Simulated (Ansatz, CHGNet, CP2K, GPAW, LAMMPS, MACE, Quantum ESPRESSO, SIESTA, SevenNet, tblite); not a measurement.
**Other levels on glassy 69SiO2-19Al2O3-6SrO-6Li2O (mol %) (106 atoms)**

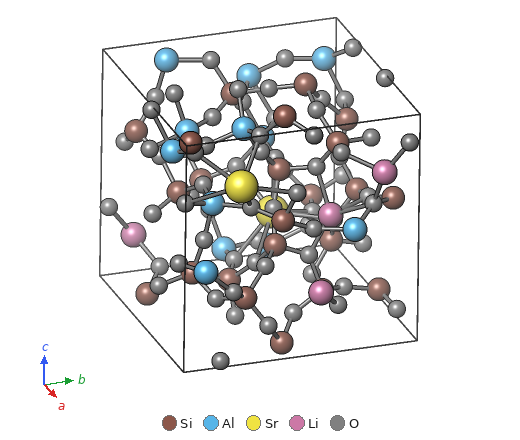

The cell (silicon brown, aluminium blue, strontium yellow, lithium pink, oxygen grey). Bonds to atoms that aren't drawn are left out. Some periodic images of atoms are drawn too.

Density of this cell: 3.07 g/cm³. The cell holds 106 atoms: 22 Si, 12 Al, 2 Sr, 4 Li and 66 O. Cell: a = 10.593 Å, b = 10.593 Å, c = 10.593 Å, α = 90.0°, β = 90.0°, γ = 90.0°. 106 atoms (22 Si, 12 Al, 2 Sr, 4 Li, 66 O) placed at random at 3.07 g/cm³, melted at 4000 K for 10 ps at fixed volume with the Morse and Coulomb pair potential with partial charges (Pedone, Malavasi, Menziani, Cormack and Segre, J. Phys. Chem. B 110, 11780 (2006)). Quenched from 4000 K to 300 K at 50 K/ps and fixed volume, held 5 ps.

Geometry: as built.

The reference, a calculation:

| Property | Result |
| --- | --- |
| method | Kohn-Sham DFT, PBE, SSSP efficiency 1.3.0 pseudopotentials, plane waves (Quantum ESPRESSO 7.5); sssp-pbe-1.3.0-efficiency, cutoffs 60/480 Ry, Γ point |
| r.m.s. force component | 1.372 eV/Å |
| longest force | 5.821 eV/Å |
| pressure | 7.086 GPa |
| gap (highest filled to lowest empty level) | 3.29 eV |
| time | 4.2 min on 4 MPI ranks of Arm Neoverse V1, shared host |
| CPU time | 17 min |

**Question.** The same geometry is run in other programs. How far does each lie from the reference, and what does it cost?
- GPAW PBE, grid h 0.2 Å (GPAW 26.7.0; 2 MPI ranks)
- CP2K PBE, SZV-MOLOPT-SR, 800/50 Ry, TRS4 filter 1e-06, SCF 1e-06 (CP2K 2026.2; 2 threads)
- GPAW PBE, LCAO sz(dzp), h 0.18 Å (GPAW 26.7.0; 1 thread)
- CP2K PBE, SZV-MOLOPT-SR, 800/50 Ry, TRS4 filter 1e-03, SCF 1e-04 (CP2K 2026.2; 2 threads)
- CP2K PBE, SZV-MOLOPT-SR, 800/50 Ry, OT DIIS (CP2K 2026.2; 2 threads)
- CP2K PBE, SZV-MOLOPT-SR, 800/50 Ry, TRS4 filter 1e-05, SCF 1e-06 (CP2K 2026.2; 2 threads)
- CP2K PBE, DZVP-MOLOPT-SR, 280/50 Ry, OT DIIS (CP2K 2026.2; 2 threads)
- SevenNet 0 potential (SevenNet 0; 1 thread)
- SIESTA PBE, SZ, shift 0.01 Ry, mesh 500 Ry (SIESTA 5.4.2; 1 thread)
- SIESTA PBE, DZP, shift 0.01 Ry, mesh 500 Ry (SIESTA 5.4.2; 4 MPI ranks)

Differences are against the plane-wave reference, forces as r.m.s. over components; share is that over the reference's r.m.s. force, slope the least-squares factor from reference forces to these. Total energies of different programs have different zeros and aren't compared.

```
                                                                      run  Δ force, r.m.s. (meV/Å)  share (%)  slope  Δ pressure (GPa)  Δ gap (eV)  cores  CPU time  memory (GiB)
                                                                reference                        -          -      -                 -           -      4    17 min             4
                                                   GPAW PBE, grid h 0.2 Å                      119       8.68  1.054                 -      0.0387      2   8.8 min           2.3
CP2K PBE, SZV-MOLOPT-SR, 800/50 Ry, TRS4 filter 1e-06, SCF 1e-06 (coarse)                     1044       76.1  1.356              23.5           -      2   1.8 min           2.6
                                GPAW PBE, LCAO sz(dzp), h 0.18 Å (coarse)                     1051       76.6  1.305                 -      -0.827      1      85 s           1.5
CP2K PBE, SZV-MOLOPT-SR, 800/50 Ry, TRS4 filter 1e-03, SCF 1e-04 (coarse)                     1055       76.9  1.341              25.1           -      2      97 s           2.6
                     CP2K PBE, SZV-MOLOPT-SR, 800/50 Ry, OT DIIS (coarse)                     1037       75.6  1.353              23.4      -0.945      2   8.6 min           2.6
CP2K PBE, SZV-MOLOPT-SR, 800/50 Ry, TRS4 filter 1e-05, SCF 1e-06 (coarse)                     1044       76.1  1.356              23.5           -      2   1.7 min           2.6
                    CP2K PBE, DZVP-MOLOPT-SR, 280/50 Ry, OT DIIS (coarse)                      155       11.3  0.987           -0.0233      -0.131      2   9.1 min          0.94
                                                     SevenNet 0 potential                     74.1       5.40  0.987            -0.626           -      1       9 s           1.1
                      SIESTA PBE, SZ, shift 0.01 Ry, mesh 500 Ry (coarse)                     1118       81.5  1.367              19.3      -0.912      1   2.1 min           1.0
                              SIESTA PBE, DZP, shift 0.01 Ry, mesh 500 Ry                      297       21.7  1.102              4.05      -0.147      4   9.1 min           3.0
```

Rows marked coarse were listed beforehand as settings not expected to be converged; some can still land near the reference.

Times of the machine-learned potentials are mostly Python's start and the loading of weights.

CPU time is summed over cores on a shared host, where runs went side by side, so it is rough. Symmetry, cutoffs, thresholds, outputs and thread counts weren't matched or tuned between programs; memory under MPI is the largest rank's times the ranks.

PBE on plane waves or a grid with other potentials, cutoffs or grids, coarse settings apart, differs from the reference by 8.7 % (GPAW PBE, grid h 0.2 Å) of the r.m.s. force; potentials, valence shells or grid differ, and the table alone doesn't part them. The PBE run in local orbitals, coarse settings apart, differs by 22 % (SIESTA PBE, DZP, shift 0.01 Ry, mesh 500 Ry); basis, grid and potentials can all enter. Machine-learned potentials differ by 5.4 % (SevenNet 0 potential); they were trained on other programs' data. Runs with settings chosen to be coarse differ by 11 % (CP2K PBE, DZVP-MOLOPT-SR, 280/50 Ry, OT DIIS) to 81 % (SIESTA PBE, SZ, shift 0.01 Ry, mesh 500 Ry), their programs' other errors included. Machine-learned potentials mimic data converged in k, so the reference's own k-point error enters their differences. The network of bonds at the start is that of the classical potential that made the cell, and needn't be the one that DFT or experiment would give. The electronic-structure runs sample only Γ, in a cell whose shortest periodic width is 11 Å.

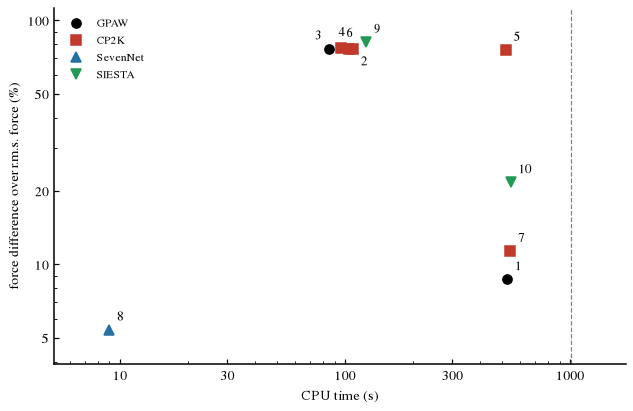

Force difference against CPU time; the dashed line marks the reference's time. Points: 1 GPAW PBE, grid h 0.2 Å; 2 CP2K PBE, SZV-MOLOPT-SR, 800/50 Ry, TRS4 filter 1e-06, SCF 1e-06; 3 GPAW PBE, LCAO sz(dzp), h 0.18 Å; 4 CP2K PBE, SZV-MOLOPT-SR, 800/50 Ry, TRS4 filter 1e-03, SCF 1e-04; 5 CP2K PBE, SZV-MOLOPT-SR, 800/50 Ry, OT DIIS; 6 CP2K PBE, SZV-MOLOPT-SR, 800/50 Ry, TRS4 filter 1e-05, SCF 1e-06; 7 CP2K PBE, DZVP-MOLOPT-SR, 280/50 Ry, OT DIIS; 8 SevenNet 0 potential; 9 SIESTA PBE, SZ, shift 0.01 Ry, mesh 500 Ry; 10 SIESTA PBE, DZP, shift 0.01 Ry, mesh 500 Ry.

[Logs are printed without paths, hosts, clocks, repeated set-up lines and the standing remarks that a program may print on its own settings, such as how far it seeks lower states.]

[Hosts, paths, dates, database ids (printed as entryN), source tags and the programs' standing remarks are cut or masked in the printed files.]
